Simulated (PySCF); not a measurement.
**BFH₄NP, SMILES `NB(F)P`: what the electrons do**

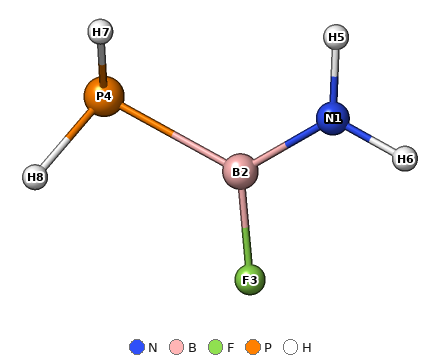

The molecule, with its atoms numbered as below. No frequency check shows the geometry to be a minimum.

Cartesian coordinates (Å):

```
N1       1.3299    1.0459    0.0105
B2       0.4879   -0.0531    0.0014
F3       1.0595   -1.2611    0.0044
P4      -1.4259    0.0744   -0.1157
H5       1.0157    1.9994   -0.0192
H6       2.3325    0.9529    0.0144
H7      -1.5612    1.1193    0.7819
H8      -1.6837   -0.8929    0.8379
```

### 1. Bonding charge

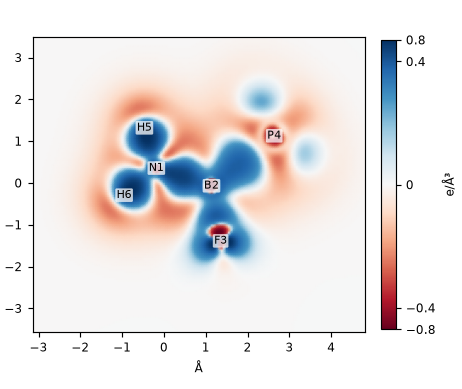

Deformation density (molecule less spherical, spin-averaged free atoms) in the plane of N1, B2, F3, P4, H5 and H6; colour scale in e/Å³, logarithmic beyond ±0.1; blue: gain, red: loss.

Level of theory: PBE0/def2-SVPD (PySCF), at a geometry from GFN2-xTB.

**How much density has each bond in this plane gained at its critical point, relative to the free atoms?**

N1–H5: +0.83 e/Å³ at the bond critical point (bond length 1.00 Å). N1–H6: +0.82 e/Å³ at the bond critical point (bond length 1.01 Å). N1–B2: +0.45 e/Å³ at the bond critical point (bond length 1.38 Å). B2–P4: +0.36 e/Å³ at the bond critical point (bond length 1.92 Å). B2–F3: +0.21 e/Å³ at the bond critical point (bond length 1.34 Å). In all, 1.7 electrons gather in the regions of gain relative to the promolecule.

**Where do the Hirshfeld charges lie?**

The highest Hirshfeld charge is on B2 (+0.17 e), the lowest on N1 (−0.24 e).

### 2. Electrostatic potential

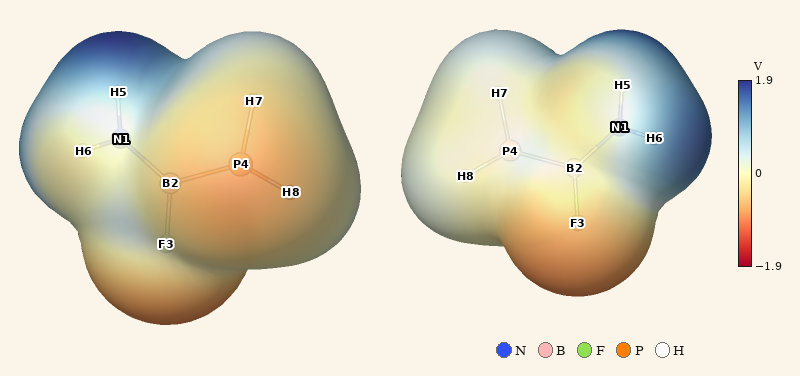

Electrostatic potential on the surface of electron density 0.001 a.u. (back view left, front view right).

**Where are the extremes of the potential on the surface?**

Highest: 1.83 V, 1.2 Å from H5. Further maxima include 0.43 V, off the B2–F3 bond (1.8 to 1.9 Å from its atoms); 0.39 V, off the B2–F3 bond (1.8 to 2.0 Å from its atoms). Lowest: −0.93 V, 1.6 Å from F3. Further minima include −0.26 V, over N1, off the plane of its three bonds (2.0 Å); −0.23 V, over N1, off the plane of its three bonds (2.0 Å). The surface is sampled at points, so like sites can differ by a few per cent and only the strongest of them is named.

### 3. In an electric field

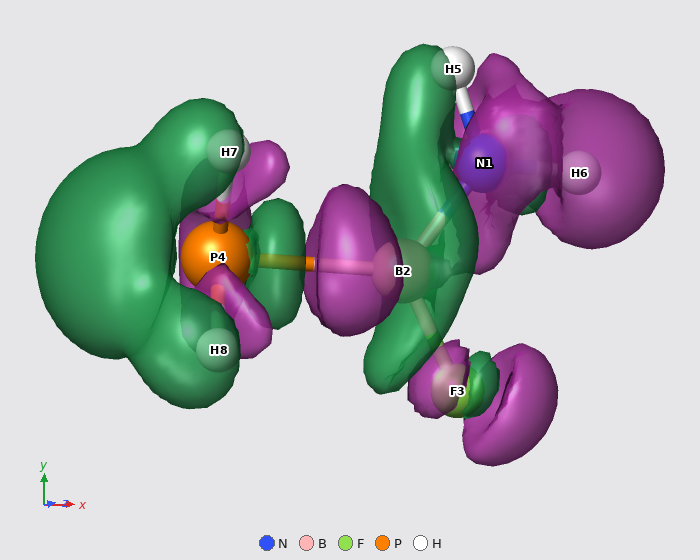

Change of the electron density in a uniform field of 0.21 V/Å, surfaces at ±0.0015 e/Å³ (green: gain, purple: loss).

PySCF calculation, ωB97X/6-311+G**, gas phase; geometry: GFN2-xTB. The basis has diffuse s and p functions alone, which still leaves polarisabilities too small, most of all across bonds.

The field was applied in both directions; the picture shows the one opposite to the script's first.

**Along which Cartesian direction does the field point?**

Along +x: electrons gather on the −x side, against the field.

**How large is the response?**

The induced dipole is 0.56 D (along the field); α along this axis, from the fields in both directions, is 54 bohr³ (8.1 Å³).

### 4. Localised orbitals

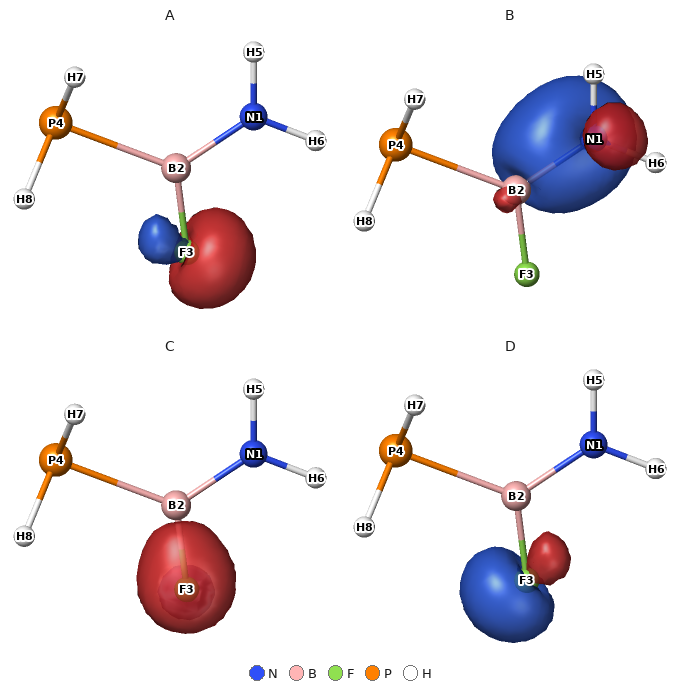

Foster–Boys orbitals, occupied; each surface holds about 80 % of the orbital's density. Energies are diagonal elements of the Fock matrix.

Method: TPSSh/def2-TZVP; geometry: GFN2-xTB; program: PySCF.

**Name the orbitals, with their atomic make-up and energies.**

By panel:
- A: lone pair on F3 (sp2.2-type) (F3 97 %; −16.2 eV)
- B: bent (banana) bond N1–B2 (N1 74 %, B2 26 %; −12.8 eV)
- C: pair mostly on F3, shared in part with B2 (F3 86 %, B2 14 %; −17.0 eV)
- D: lone pair on F3 (sp2.2-type) (F3 98 %; −16.2 eV)

The PySCF runs shown took 28 s, 54 s and 45 s on 1 thread of AMD EPYC (Zen 3), with other jobs on the host.
